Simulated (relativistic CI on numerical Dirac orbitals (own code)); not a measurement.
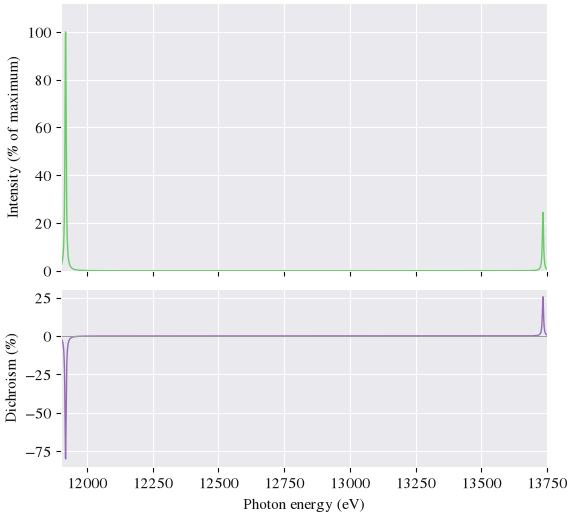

L₂,₃ X-ray absorption of Au³⁺, [Xe] 4f¹⁴ 5d⁸, in a field of D3d symmetry with 10Dq = 43,500, Dσ = 720, Dτ = −110 cm⁻¹. Multiplet model: relativistic Dirac–Coulomb–Breit theory, one configuration a step, Slater integrals scaled by 0.8, 300 K, Voigt broadening (Lorentzian 5 eV, Gaussian 1 eV full widths), computed with a radial Dirac CI code. Dichroism is for the ground state at zero temperature, magnetised by an exchange field of 10 meV on Sz.

Question: Give the peaks, the centroid and the ground-state spin.

Answer: The main maxima lie at 11918.5 eV (100) and 13734.8 eV (24), heights in % of the largest; the centroid is at 12277.4 eV. The lower edge holds 0.80 of the intensity (branching ratio, edges parted at 12830 eV), and the core spin-orbit splitting of the orbitals is 1850 eV. The ground state has S = 1.00. The circular dichroism (Δm = −1 less Δm = +1) is largest at 11918.5 eV, −80 % of the isotropic maximum; its integrals over the lower and upper edge are −0.213 and 0.069 of the sum over the three polarisations. The magnetised ground state has ⟨Lz⟩ = −0.47 and ⟨Sz⟩ = −0.98.

Caveat: free-ion energies, so absolute edge positions are off by a few eV from solids.
